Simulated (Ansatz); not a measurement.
# CH₃Cl₃OZr: basis-set convergence

Aim: see how fast density functionals converge with the basis set for CH₃Cl₃OZr.

Computed with Ansatz 0.2.0, Gaussian basis. Level: one geometry, several basis sets.

Plan: PBE0-D4/def2-SVP; ωB97M-V/def2-SVP; PBE0-D4/def2-QZVPP; ωB97M-V/def2-QZVPP; the functionals' def2-TZVPP values are taken from earlier runs.

## Step 1: Structure used throughout

The geometry comes from an earlier relaxation with PBE0-D4 in a triple-zeta def2 set; it is a stationary point, not always the lowest conformer. Zr takes the def2 core potential; no spin-orbit term is included.

SMILES `C[O][Zr]([Cl])([Cl])[Cl]`, 9 atoms, charge 0, spin multiplicity 1.

Atoms are counted from 1 here; the program's logs count them from 0.

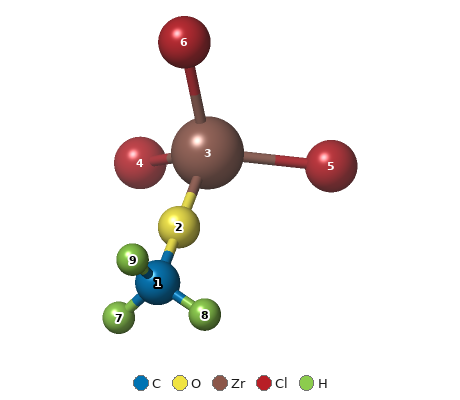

The geometry (carbon blue, oxygen yellow, zirconium brown, chlorine red, hydrogen green); atoms are numbered from 1 in the order of the file.

## Step 2: PBE0-D4 in def2-SVP

Contents of in.yaml:

```yaml
crystal:
  periodic: [false, false, false]
  atoms:
    - {symbol: C, position_ang: [0.440659, -1.388853, 0.927106]}
    - {symbol: O, position_ang: [0.085333, -0.265007, 0.176653]}
    - {symbol: Zr, position_ang: [-0.392279, 1.236454, -0.825486]}
    - {symbol: Cl, position_ang: [-1.927666, 0.566426, -2.461836]}
    - {symbol: Cl, position_ang: [1.545716, 2.102795, -1.814577]}
    - {symbol: Cl, position_ang: [-1.355535, 2.805887, 0.621671]}
    - {symbol: H, position_ang: [-0.030867, -2.279288, 0.504489]}
    - {symbol: H, position_ang: [1.525840, -1.515424, 0.911471]}
    - {symbol: H, position_ang: [0.108808, -1.262990, 1.960519]}
basis:
  gaussian: {orbitals: def2-SVP}
hamiltonian: {xc: pbe0, dispersion: d4}
output: {orbitals: {seedname: orbitals}}
```

Command:

```console
$ ansatz run in.yaml --threads 4 --pin off --events-out ev --progress --plain --max-ram 11315MiB
```

The program printed:

```text
Functional definition: PBE0
  name "PBE0"
  cite "Adamo & Barone, J. Chem. Phys. 110, 6158 (1999) doi:10.1063/1.478522"
  cite "Perdew, Burke & Ernzerhof, Phys. Rev. Lett. 77, 3865 (1996) doi:10.1103/PhysRevLett.77.3865"
  parent pbe
  parameter a = 0.25
  parameter kappa = 0.804
  parameter beta = 0.06672455060314922
  exchange = (1 - a)*pbe_x(kappa = kappa, mu = beta*pi^2/3) + a*exact_x
  correlation = pbe_c(beta = beta)
1234 factors; integrals over basis functions are off by at most 1.3e-3 eV
mean field evaluation 1: about -41954.1696 eV, gradient 5.0e1 eV
mean field evaluation 2: about -41915.0527 eV, gradient 1.5e2 eV
mean field evaluation 4: about -41959.3031 eV, gradient 4.8e0 eV
mean field evaluation 8: about -41959.5447 eV, gradient 4.8e-1 eV
mean field evaluation 16: about -41959.5452 eV, gradient 1.1e-4 eV
mean field -41959.54524355 eV, -1541.9848464990 hartree, gradient 8.5e-6 eV, S^2 0.000000; 0 other end points of the search recorded, 0 dependent functions left out
reference -41959.54530760 eV, -1541.9848488530 hartree; 40, 40 occupied and 88, 88 virtual orbitals, 1234 factors
Total energy: -41959.78391542 eV, -1541.9936175288 hartree
```

Run time: 2.6 s. Hardware: 4 threads of Arm Neoverse V1, shared host.

## Step 3: ωB97M-V in def2-SVP

Edit in.yaml of step 2 so:

```diff
@@ -14,3 +14,3 @@
   gaussian: {orbitals: def2-SVP}
-hamiltonian: {xc: pbe0, dispersion: d4}
+hamiltonian: {xc: {name: wB97M-V}}
 output: {orbitals: {seedname: orbitals}}
```

Launched as before.

The program printed, shortened:

```text
Functional definition: wB97M-V
  name "wB97M-V"
  cite "Mardirossian & Head-Gordon, J. Chem. Phys. 144, 214110 (2016) doi:10.1063/1.4952647"
  cite "Becke, J. Chem. Phys. 107, 8554 (1997) doi:10.1063/1.475007"
  cite "Vydrov & Van Voorhis, J. Chem. Phys. 133, 244103 (2010) doi:10.1063/1.3521275"
  # Of w^i u^j: cxij and so on, Table III.
[...]
  gx(w, u) = 1 - cx + cx01*u + cx10*w
  gss(w, u) = css00 + css04*u^4 + css10*w + css20*w^2 + css43*w^4*u^3
  gos(w, u) = cos00 + cos10*w + (cos20 + cos21*u)*w^2 + (cos60 + cos61*u)*w^6
[...]
      + integral(e_c_pw_mod_opposite_spin*gos(b97_w_opposite, b97_u_opposite)) + vv10(b, c)
1234 factors; integrals over basis functions are off by at most 1.3e-3 eV
292 factors; integrals over basis functions are off by at most 1.3e-5 eV
[...]
mean field -41970.51016944 eV, -1542.3878000932 hartree, gradient 5.5e-5 eV, S^2 0.000000; 0 other end points of the search recorded, 0 dependent functions left out
reference -41970.51026982 eV, -1542.3878037823 hartree; 40, 40 occupied and 88, 88 virtual orbitals, 1234 factors
Total energy: -41970.51026982 eV, -1542.3878037823 hartree
```

Wall time 12 s (4 threads of Arm Neoverse V1, shared host).

## Step 4: PBE0-D4 in def2-QZVPP

Edit in.yaml of step 3 so:

```diff
@@ -13,4 +13,4 @@
 basis:
-  gaussian: {orbitals: def2-SVP}
-hamiltonian: {xc: {name: wB97M-V}}
+  gaussian: {orbitals: "def2-QZVPP.json"}
+hamiltonian: {xc: pbe0, dispersion: d4}
 output: {orbitals: {seedname: orbitals}}
```

The command is unchanged.

The program printed:

```text
Functional definition: PBE0
  name "PBE0"
  cite "Adamo & Barone, J. Chem. Phys. 110, 6158 (1999) doi:10.1063/1.478522"
  cite "Perdew, Burke & Ernzerhof, Phys. Rev. Lett. 77, 3865 (1996) doi:10.1103/PhysRevLett.77.3865"
  parent pbe
  parameter a = 0.25
  parameter kappa = 0.804
  parameter beta = 0.06672455060314922
  exchange = (1 - a)*pbe_x(kappa = kappa, mu = beta*pi^2/3) + a*exact_x
  correlation = pbe_c(beta = beta)
2075 factors; their error is unknown
mean field evaluation 1: about -41970.4298 eV, gradient 6.1e1 eV
mean field evaluation 2: about -41921.6103 eV, gradient 1.7e2 eV
mean field evaluation 4: about -41977.4163 eV, gradient 8.5e0 eV
mean field evaluation 8: about -41977.5617 eV, gradient 4.8e-2 eV
mean field evaluation 16: about -41977.6138 eV, gradient 2.7e-5 eV
mean field -41977.61377190 eV, -1542.6488526687 hartree, gradient 2.7e-5 eV, S^2 0.000000; 0 other end points of the search recorded, 0 dependent functions left out
reference -41977.61381668 eV, -1542.6488543145 hartree; 40, 40 occupied and 455, 455 virtual orbitals, 2075 factors
Total energy: -41977.85242451 eV, -1542.6576229903 hartree
```

Run time: 18 s. Hardware: 4 threads of Arm Neoverse V1, shared host; peak memory 2.5 GiB.

## Step 5: ωB97M-V in def2-QZVPP

Edit in.yaml of step 4 so:

```diff
@@ -14,3 +14,3 @@
   gaussian: {orbitals: "def2-QZVPP.json"}
-hamiltonian: {xc: pbe0, dispersion: d4}
+hamiltonian: {xc: {name: wB97M-V}}
 output: {orbitals: {seedname: orbitals}}
```

Launched as before.

The program printed, shortened:

```text
Functional definition: wB97M-V
  name "wB97M-V"
  cite "Mardirossian & Head-Gordon, J. Chem. Phys. 144, 214110 (2016) doi:10.1063/1.4952647"
  cite "Becke, J. Chem. Phys. 107, 8554 (1997) doi:10.1063/1.475007"
  cite "Vydrov & Van Voorhis, J. Chem. Phys. 133, 244103 (2010) doi:10.1063/1.3521275"
  # Of w^i u^j: cxij and so on, Table III.
[...]
  gx(w, u) = 1 - cx + cx01*u + cx10*w
  gss(w, u) = css00 + css04*u^4 + css10*w + css20*w^2 + css43*w^4*u^3
  gos(w, u) = cos00 + cos10*w + (cos20 + cos21*u)*w^2 + (cos60 + cos61*u)*w^6
[...]
      + integral(e_c_pw_mod_opposite_spin*gos(b97_w_opposite, b97_u_opposite)) + vv10(b, c)
1983 factors; their error is unknown
383 factors; integrals over basis functions are off by at most 2.1e-5 eV
[...]
mean field -41988.47589772 eV, -1543.0480284299 hartree, gradient 3.4e-5 eV, S^2 0.000000; 0 other end points of the search recorded, 0 dependent functions left out
reference -41988.47597147 eV, -1543.0480311402 hartree; 40, 40 occupied and 455, 455 virtual orbitals, 1983 factors
Total energy: -41988.47597147 eV, -1543.0480311402 hartree
```

Wall time 42 s (4 threads of Arm Neoverse V1, shared host); peak memory 2.9 GiB.

## Step 6: Density functionals: the series

The def2-TZVPP values come from earlier runs at the same geometry.

| functional | basis | functions | energy (eV) | from the largest (eV) | HOMO (eV) | LUMO (eV) |
| --- | --- | --- | --- | --- | --- | --- |
| PBE0-D4 | def2-SVP | 128 | -41959.7839 | 18.069 | -9.12 | -1.69 |
| PBE0-D4 | def2-TZVPP | 286 | -41976.4998 | 1.353 | -9.16 | -1.80 |
| PBE0-D4 | def2-QZVPP | 495 | -41977.8524 | 0.000 | -9.17 | -1.82 |
| ωB97M-V | def2-SVP | 128 | -41970.5103 | 17.966 | -11.31 | 0.45 |
| ωB97M-V | def2-TZVPP | 286 | -41987.1850 | 1.291 | -11.43 | 0.29 |
| ωB97M-V | def2-QZVPP | 495 | -41988.4760 | 0.000 | -11.45 | 0.25 |

## Step 7: Outcome

```
                                       quantity           value
PBE0-D4: double and triple zeta above quadruple  18.07, 1.35 eV
ωB97M-V: double and triple zeta above quadruple  17.97, 1.29 eV
```

What this shows: For PBE0-D4 the step from double to triple zeta gains 16.72 eV and the next only 1.35 eV. Total energies overstate the basis error of differences, where much of it tends to cancel.

For PBE0-D4 the largest set took about 7 times as long as the smallest (18 s against 2.6 s).
